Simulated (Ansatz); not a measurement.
# triplet GaNH2F2: levels of theory compared

We compute a comparison of 6 runs (U-revPBE/cc-pVDZ, UCAM-B3LYP/cc-pVDZ, UHSE06/cc-pVDZ, UPBE-QIDH/cc-pVDZ, UPBE/cc-pVDZ, RPA@PBE0/cc-pVDZ) of triplet GaNH2F2. 

Program for the calculation: Ansatz 0.2.0.

62 further runs of the same task are left out: 1 that didn't finish, 61 set aside as unsound or not needed.

**1. The molecule**

The species is GaNH2F2 (6 atoms), meant as a triplet with charge 0. As SMILES of the parent species, `[NH2][Ga]([F])[F]`. The shape is that of a PBE0-D4/def2-TZVP optimisation. That shape belongs to the parent species and isn't relaxed for this state.

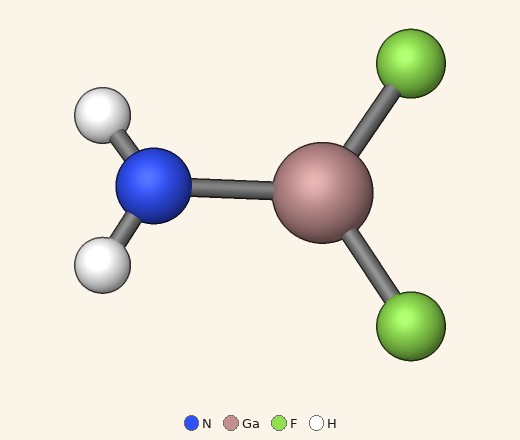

The structure, seen from a chosen angle (nitrogen blue, gallium pink, fluorine green, hydrogen white).

**2. The energy at U-revPBE/cc-pVDZ (run 1)**

job.yaml reads:

```yaml
crystal:
  periodic: [false, false, false]
  atoms:
    - {symbol: N, position_ang: [-0.297500, 0.963700, -0.172700]}
    - {symbol: Ga, position_ang: [0.284200, -0.715300, 0.042000]}
    - {symbol: F, position_ang: [1.685000, -1.101600, 0.997700]}
    - {symbol: F, position_ang: [-0.455300, -2.067700, -0.763400]}
    - {symbol: H, position_ang: [0.025100, 1.704800, 0.425700]}
    - {symbol: H, position_ang: [-1.199500, 1.152100, -0.575400]}
basis:
  gaussian:
    orbitals: cc-pVDZ
magnetization:
  spin_polarized: true
  initial_magnetization: 2
hamiltonian:
  xc: {name: revPBE}
accuracy: high
output: {orbitals: {seedname: orbitals}}
```

The run is started by

```console
$ ansatz run job.yaml --threads 1 --pin off --max-ram 3480MiB --events-out events.jsonl --progress --plain --runs-dir runs
```

Output:

```text
Warning: RAYON_NUM_THREADS=1 ignored (pool sized by the plan → 1); use --threads N
Functional definition: revPBE
  name "revPBE"
  parameter kappa = 1.245
  parameter beta = 0.06672455060314922
  exchange = pbe_x(kappa = kappa, mu = beta*pi^2/3)
  correlation = pbe_c(beta = beta)
1729 factors; integrals over basis functions are off by at most 4.6e-9 eV
mean field evaluation 1: about -59318.4774 eV, gradient 4.3e1 eV
mean field evaluation 2: about -59273.0764 eV, gradient 1.2e2 eV
mean field evaluation 4: about -59324.8103 eV, gradient 6.3e0 eV
mean field evaluation 8: about -59324.9976 eV, gradient 5.1e-1 eV
mean field evaluation 16: about -59324.9982 eV, gradient 2.3e-4 eV
mean field evaluation 32: about -59317.8319 eV, gradient 2.9e1 eV
mean field evaluation 64: about -59324.6718 eV, gradient 2.0e0 eV
mean field -59324.99819820 eV, -2180.1534718559 hartree, gradient 5.2e-8 eV, S^2 2.002276; 8 other end points of the search recorded, 0 dependent functions left out
reference -59324.99820314 eV, -2180.1534720374 hartree; 30, 28 occupied and 49, 51 virtual orbitals, 1729 factors
Total energy: -59324.99820314 eV, -2180.1534720374 hartree
```

Wall time 14 s (1 thread of Arm Neoverse V2, shared host); peak memory 0.25 GiB.

**3. A single-point energy at UCAM-B3LYP/cc-pVDZ (run 2)**

molecule.yaml reads:

```yaml
crystal:
  periodic: [false, false, false]
  atoms:
    - symbol: N
      position_ang: [-0.297500, 0.963700, -0.172700]
    - symbol: Ga
      position_ang: [0.284200, -0.715300, 0.042000]
    - symbol: F
      position_ang: [1.685000, -1.101600, 0.997700]
    - symbol: F
      position_ang: [-0.455300, -2.067700, -0.763400]
    - symbol: H
      position_ang: [0.025100, 1.704800, 0.425700]
    - symbol: H
      position_ang: [-1.199500, 1.152100, -0.575400]
basis:
  gaussian: {orbitals: cc-pVDZ}
magnetization: {spin_polarized: true, initial_magnetization: 2}
hamiltonian: {xc: {name: CAM-B3LYP}}
accuracy: high
output: {orbitals: {seedname: orbitals}}
```

The run is started by

```console
$ ansatz run molecule.yaml --threads 1 --pin off --max-ram 3480MiB --events-out events.jsonl --progress --plain --runs-dir runs
```

Output (excerpt; [...] marks lines left out):

```text
Warning: RAYON_NUM_THREADS=1 ignored (pool sized by the plan → 1); use --threads N
Functional definition: CAM-B3LYP
  name "CAM-B3LYP"
[...]
1729 factors; integrals over basis functions are off by at most 4.6e-9 eV
339 factors; integrals over basis functions are off by at most 1.9e-9 eV
[...]
mean field -59332.33407706 eV, -2180.4230604313 hartree, gradient 7.7e-8 eV, S^2 2.003656; 2 other end points of the search recorded, 0 dependent functions left out
reference -59332.33409568 eV, -2180.4230611156 hartree; 30, 28 occupied and 49, 51 virtual orbitals, 1729 factors
Total energy: -59332.33409568 eV, -2180.4230611156 hartree
```

Wall time 17 s (1 thread of Arm Neoverse V2, shared host); peak memory 0.44 GiB.

Runs 3 to 4 aren't shown in full; the table further down has their settings and results.

**4. A single-point energy at UPBE/cc-pVDZ (run 5)**

molecule.yaml, as its differences from that of step 3:

```diff
@@ -3,3 +3,3 @@
   atoms:
-    - symbol: N
+    - symbol: "N"
       position_ang: [-0.297500, 0.963700, -0.172700]
@@ -16,6 +16,11 @@
 basis:
-  gaussian: {orbitals: cc-pVDZ}
-magnetization: {spin_polarized: true, initial_magnetization: 2}
-hamiltonian: {xc: {name: CAM-B3LYP}}
+  gaussian:
+    orbitals: cc-pVDZ
+magnetization:
+  spin_polarized: true
+  initial_magnetization: 2
+hamiltonian:
+  xc: pbe
 accuracy: high
-output: {orbitals: {seedname: orbitals}}
+output:
+  orbitals: {seedname: orbitals}
```

The run is started by

```console
$ ansatz run molecule.yaml --threads 1 --pin off --max-ram 3480MiB --events-out events.jsonl --progress --plain --runs-dir runs
```

Output:

```text
Warning: RAYON_NUM_THREADS=1 ignored (pool sized by the plan → 1); use --threads N
Functional definition: PBE
  name "PBE"
  parameter kappa = 0.804
  parameter beta = 0.06672455060314922
  exchange = pbe_x(kappa = kappa, mu = beta*pi^2/3)
  correlation = pbe_c(beta = beta)
1729 factors; integrals over basis functions are off by at most 4.6e-9 eV
mean field evaluation 1: about -59309.6994 eV, gradient 4.3e1 eV
mean field evaluation 2: about -59264.6406 eV, gradient 1.2e2 eV
mean field evaluation 4: about -59316.1043 eV, gradient 7.0e0 eV
mean field evaluation 8: about -59316.3391 eV, gradient 5.6e-1 eV
mean field evaluation 16: about -59316.3405 eV, gradient 2.4e-4 eV
mean field evaluation 32: about -59309.1873 eV, gradient 2.8e1 eV
mean field evaluation 64: about -59315.7972 eV, gradient 3.2e0 eV
mean field -59316.34045398 eV, -2179.8353056240 hartree, gradient 3.3e-8 eV, S^2 2.002092; 8 other end points of the search recorded, 0 dependent functions left out
reference -59316.34045794 eV, -2179.8353057697 hartree; 30, 28 occupied and 49, 51 virtual orbitals, 1729 factors
Total energy: -59316.34045794 eV, -2179.8353057697 hartree
```

Wall time 14 s (1 thread of Arm Neoverse V2, shared host); peak memory 0.25 GiB.

**5. A single-point energy at RPA@PBE0/cc-pVDZ (run 6)**

molecule.yaml reads:

```yaml
crystal:
  periodic: [false, false, false]
  atoms:
    - {symbol: "N", position_ang: [-0.297500, 0.963700, -0.172700]}
    - {symbol: Ga, position_ang: [0.284200, -0.715300, 0.042000]}
    - {symbol: F, position_ang: [1.685000, -1.101600, 0.997700]}
    - {symbol: F, position_ang: [-0.455300, -2.067700, -0.763400]}
    - {symbol: H, position_ang: [0.025100, 1.704800, 0.425700]}
    - {symbol: H, position_ang: [-1.199500, 1.152100, -0.575400]}
basis:
  gaussian: {orbitals: cc-pVDZ}
magnetization: {spin_polarized: true, initial_magnetization: 2}
hamiltonian: {xc: {name: PBE0}}
correlation: {method: rpa, frozen_orbitals: {F: 1, Ga: 9, H: 0, "N": 1}}
accuracy: high
```

The run is started by

```console
$ ansatz run molecule.yaml --threads 1 --pin off --max-ram 3480MiB --events-out events.jsonl --progress --plain --runs-dir runs
```

Output (excerpt; [...] marks lines left out):

```text
Warning: RAYON_NUM_THREADS=1 ignored (pool sized by the plan → 1); use --threads N
Functional definition: PBE0
  name "PBE0"
[...]
1729 factors; integrals over basis functions are off by at most 4.6e-9 eV
[...]
mean field -59317.36217762 eV, -2179.8728532755 hartree, gradient 6.6e-8 eV, S^2 2.003585; 2 other end points of the search recorded, 0 dependent functions left out
12 core orbitals not correlated: weight in the atoms' cores, before any rotation towards them, 1.000 or more for the frozen orbitals, at most 0.000 for the correlated occupied ones
reference -59255.79284937 eV, -2177.6102221956 hartree; 18, 16 occupied and 49, 51 virtual orbitals, 1729 factors
Total energy: -59278.91420605 eV, -2178.4599163813 hartree
```

Run time: 21 s. Hardware: 1 thread of Arm Neoverse V2, shared host; peak memory 0.55 GiB.

**6. The series**

| run | level | frozen core orbitals | energy (Eh) | HOMO energy (eV) | ⟨S²⟩ | wall time |
| --- | --- | --- | --- | --- | --- | --- |
| 1 | U-revPBE/cc-pVDZ | – | -2180.153472 | -2.45 | 2.002 | 14 s |
| 2 | UCAM-B3LYP/cc-pVDZ | – | -2180.423061 | -4.38 | 2.004 | 17 s |
| 3 | UHSE06/cc-pVDZ | – | -2179.862262 | -2.99 | 2.004 | 14 s |
| 4 | UPBE-QIDH/cc-pVDZ | 12 | -2179.392885 | -4.50 | 2.008 | 18 s |
| 5 | UPBE/cc-pVDZ | – | -2179.835306 | -2.53 | 2.002 | 14 s |
| 6 | RPA@PBE0/cc-pVDZ | 12 | -2178.459916 | – | 2.004 | 21 s |

**7. Summary of results**

| quantity | value |
| --- | --- |
| run 6: total energy | -2178.45992 Eh |
| run 6: RPA correlation energy (valence) | -849.7 mEh |
| run 6: ⟨S²⟩ of the reference determinant | 2.004 |

Totals of different functionals can't be ranked against each other. All runs together took 98 s, the longest 21 s.
